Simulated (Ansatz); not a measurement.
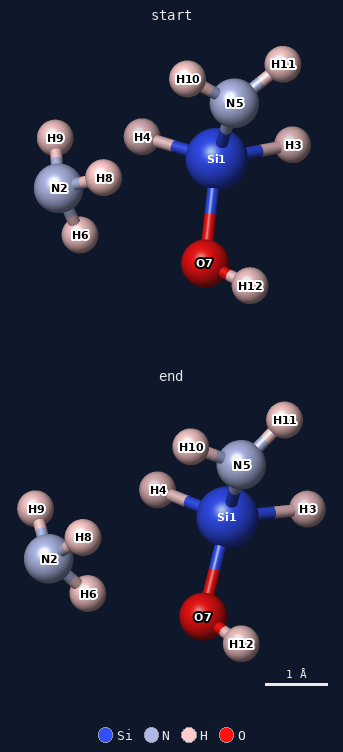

The structure of SiN₂H₈O before (top) and after (bottom) a relaxation, at one scale.

Style: ball-and-stick. Shown at a tilt.

The run prepares an end point of a later path (reaction) calculation, from a guessed geometry.

The calculation used RKS PBE0-D4/cc-pVDZ (Ansatz 0.2.0). Settings: no spin polarisation; force threshold 0.03 eV/Å; at most 50 steps.

Question: What changed between the two?

Answer: After 9 geometry steps the energy has fallen by 0.099 eV. The largest force component goes from 0.97 to 0.028 eV/Å. The forces were under the threshold at step 6, but the run went on from there. The atom that moves furthest after the best rigid fit is H8 (0.42 Å). Largest moves by element: H 0.42 Å, N 0.27 Å, Si 0.22 Å, O 0.16 Å. Among the contacts that change: Si1–O7 1.735 → 1.691 Å, Si1–H4 1.491 → 1.495 Å. Among the angles between lasting bonds that change: N5–Si1–O7 114.0° → 110.9°, H3–Si1–O7 108.9° → 111.9°, Si1–N5–H10 121.1° → 118.3°. The run took 10 s on 2 threads of AMD EPYC 9R45 96-Core Processor (Zen 5), on a shared host, peak memory 0.22 GiB.
